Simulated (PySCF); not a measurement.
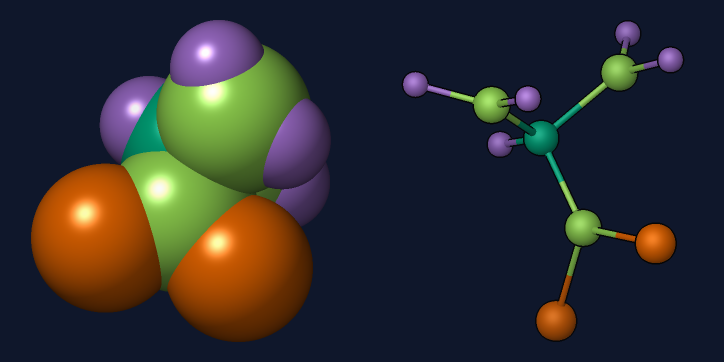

Both panels show the same species. Colours: boron green, carbon teal, chlorine orange, hydrogen purple.

Identify the structure.

Formula CH₅B₃Cl₂. SMILES: `BC(B)B(Cl)Cl`. It has no ring. Among its groups: B–H bond. Coordination: 3 B trigonal planar; 1 C tetrahedral.

More results for the same structure follow; atom numbers are the same in all pictures, views and colours differ. The geometry was computed by an optimisation with PBE0-D3(BJ)/def2-SVP. No frequency run is at hand to confirm it as a minimum.

Geometry

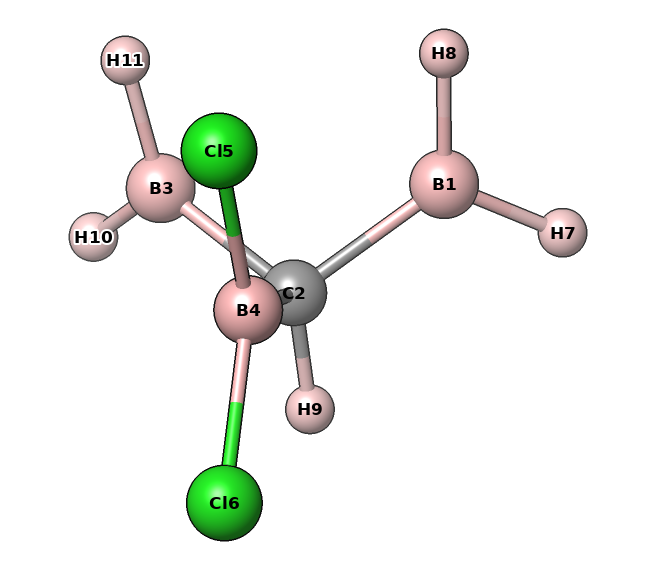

C2 lies behind B4. The molecule seen a little off the B4–C2 bond, B4 in front. Distant atoms are faded towards the background colour. No frequency run is at hand to confirm it as a minimum.

> What is the torsion angle Cl5–B4–C2–B1? The sign is positive where the front bond must turn clockwise to cover the back bond.

53°, synclinal (gauche).

Bond orders

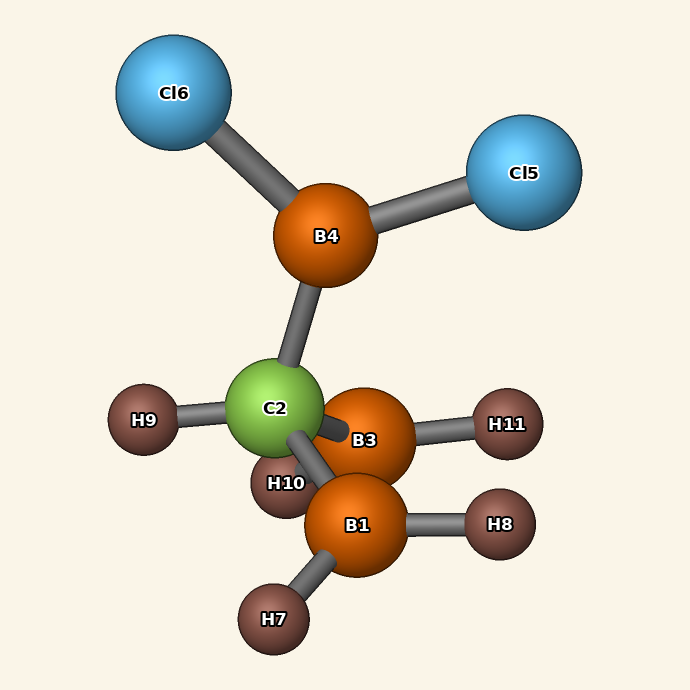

The thickness of each stick grows with its Mayer bond order. No frequency run is at hand to confirm it as a minimum. Computed with PBE0/6-31G (PySCF 2.14.0).

List the Mayer bond orders of B1–C2, B1–H7, B1–H8, C2–B3, C2–B4, C2–H9, B3–H10, B3–H11, B4–Cl5, B4–Cl6. Atoms whose distances differ by more than 0.02 Å in this geometry are listed apart.

```tsv
bond	Mayer order	length (Å)
B1–C2	0.93	1.559
B1–H7	0.98	1.208
B1–H8	0.98	1.205
C2–B3	0.93	1.559
C2–B4	0.94	1.564
C2–H9	0.92	1.096
B3–H10	0.98	1.208
B3–H11	0.98	1.205
B4–Cl5	1.28	1.752
B4–Cl6	1.29	1.757
```

Levels of theory compared

No frequency run is at hand to confirm it as a minimum. Program: PySCF 2.14.0.

Tabulate dipole (D) at these levels: B3LYP/pcSseg-2; B97-2/pcSseg-2; CAM-B3LYP/pcSseg-2; KT3/pcSseg-2; LDA/pcSseg-2; WP04/pcSseg-2.

| level | dipole (D) |
| --- | --- |
| B3LYP/pcSseg-2 | 1.08 |
| B97-2/pcSseg-2 | 1.12 |
| CAM-B3LYP/pcSseg-2 | 1.16 |
| KT3/pcSseg-2 | 1.02 |
| LDA/pcSseg-2 | 1.00 |
| WP04/pcSseg-2 | 1.16 |

NMR shielding

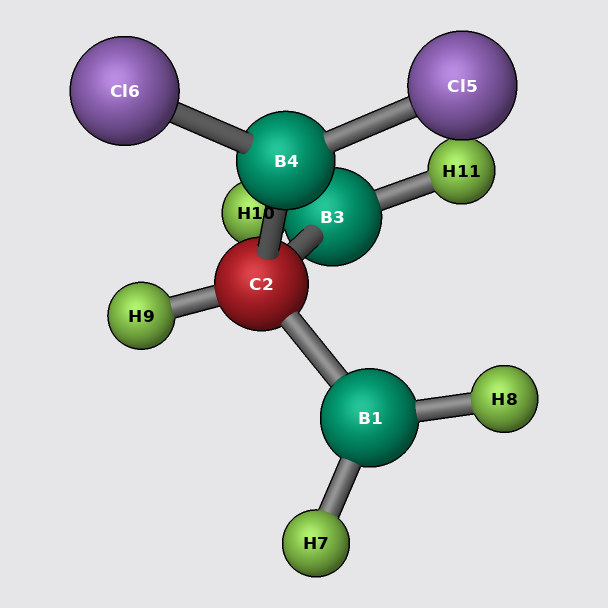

The questions are on isotropic NMR shieldings of the H atoms. No frequency run is at hand to confirm it as a minimum. Properties computed with GIAO ωB97X-D/pcSseg-2 NMR shielding, non-relativistic, gas phase (PySCF 2.14.0).

Give the isotropic NMR shieldings of the H atoms atom by atom.

| atom | σ (ppm) |
| --- | --- |
| H7 | 24.48 |
| H8 | 23.80 |
| H9 | 24.77 |
| H10 | 24.51 |
| H11 | 23.80 |
